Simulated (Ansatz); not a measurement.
The parent structure is GaN in the zinc blende structure (space group F-43m, No. 216; a = 4.4979 Å).

Perturbation: every lattice vector is stretched by 0.50 %; the atoms relax in the strained cell.

Computed with r2SCAN (Ansatz, a program for electronic structure), no SOC.

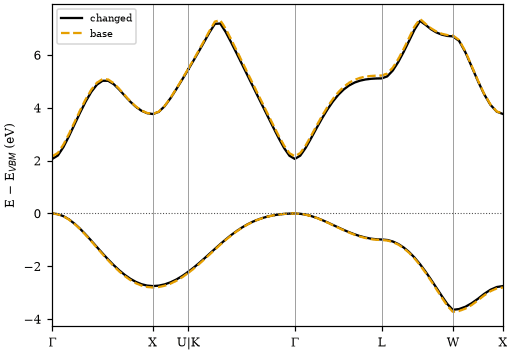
Figure. Highest valence and lowest conduction band along the path, each from its own valence-band maximum

From the figure, how large is the changed gap, and is it direct?

About 2.1 eV, direct at Γ.

Gaps are Kohn–Sham eigenvalue differences; semilocal functionals usually give less than the measured gap. Stability against distortions was not tested. This is not the structure that GaN has at room temperature and ambient pressure.
